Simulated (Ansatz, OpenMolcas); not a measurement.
# CH3Al (SMILES C[Al]): the HOMO–LUMO gap, rung by rung

The species is CH3Al (5 atoms), meant as a singlet with charge 0. As SMILES, `C[Al]`. The coordinates come from a PBE0-D4/def2-TZVP relaxation.

Each level gives the HOMO–LUMO gap (eV). The values are calculated.

| level | kind | program | value (eV) | CPU time |
| --- | --- | --- | --- | --- |
| r2SCAN/cc-pVTZ | meta-GGA | OpenMolcas | 2.88 | 64 s |
| BHLYP/cc-pVTZ | global hybrid | OpenMolcas | 5.82 | 38 s |
| M06-2X/cc-pVTZ | hybrid meta-GGA | OpenMolcas | 5.84 | 44 s |
| CAM-B3LYP/cc-pVTZ | range-separated hybrid | Ansatz | 6.39 | 3.1 s |
| HSE06/cc-pVTZ | range-separated hybrid | Ansatz | 3.45 | 2.9 s |
| wB97X/cc-pVTZ | range-separated hybrid | Ansatz | 8.19 | 8.8 s |
| B2PLYP/cc-pVTZ | double hybrid | Ansatz | 5.97 | 4 s |
| PBE-QIDH/cc-pVTZ | double hybrid | Ansatz | 7.03 | 3.8 s |

The values span 2.88 to 8.19 eV. Orbital gaps aren't excitation energies, and those of double hybrids come from the SCF part alone; they tend to grow with the share of exact exchange. Times are those of the runs behind each value, whatever else they computed, on shared processors of several kinds: orders of magnitude only.

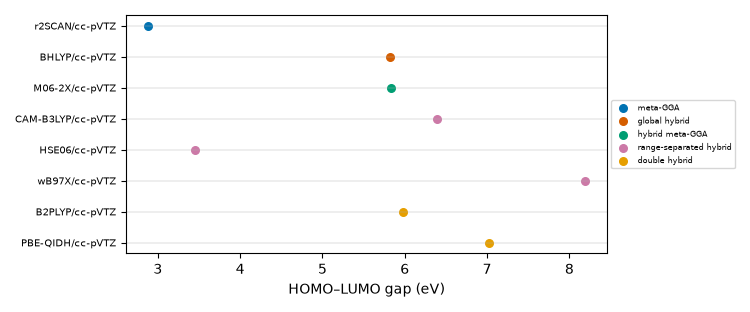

The values of the table, level by level.
